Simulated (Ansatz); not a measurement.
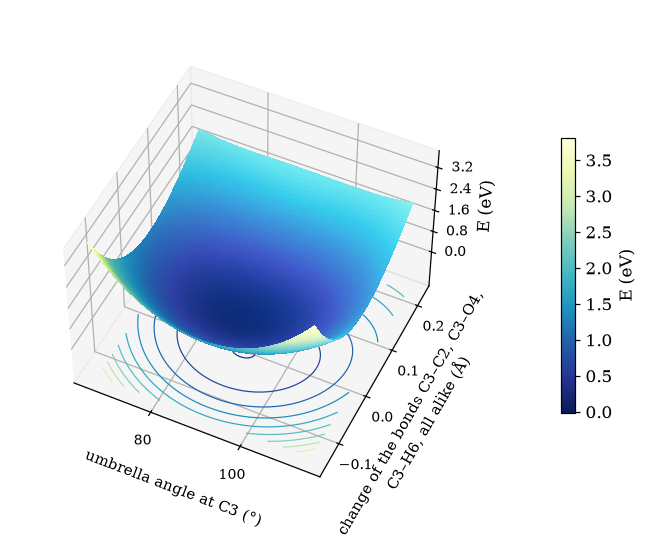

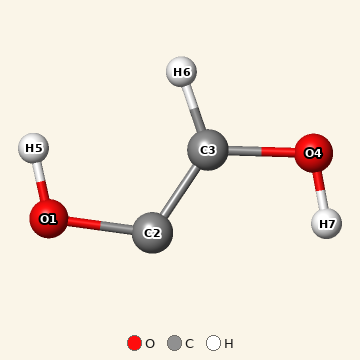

Energy landscape of C2H3O2, SMILES O[C-]=CO, charge −1. Coordinates scanned: (1) umbrella angle at C3 (between each of its bonds and their common axis; 90 is planar); (2) change of the bonds C3–C2, C3–O4, C3–H6, all alike. Nothing is relaxed (all other coordinates rigid). Grid: 15 × 15 points; 120 points were computed and 105 follow by symmetry. Points are written as (first, second). Energies: eV, counted from the lowest grid point. Computed with RKS B3LYP-D4/def2-SVPD in Ansatz 0.2.0.

The picture shows a relief with its contours projected below. Between grid points the surface is interpolated. The second picture is the structure at the lowest point.

### What does the map say about the system?

The lowest grid point is at (90.0°, 0.013 Å). It is the only kind of minimum in the scanned range. The highest grid point, (66.0°, −0.142 Å), lies 3.81 eV above the lowest. Round the minimum the two coordinates are nearly uncoupled.

Each point was launched as `ansatz run input.yaml --threads 1 --pin off --max-ram 2560MiB --backend cpu --events-out ev --progress --plain --runs-dir out`. The whole map (120 points run) took 5.1 min on 1 thread of Arm Neoverse V2, on a shared host.
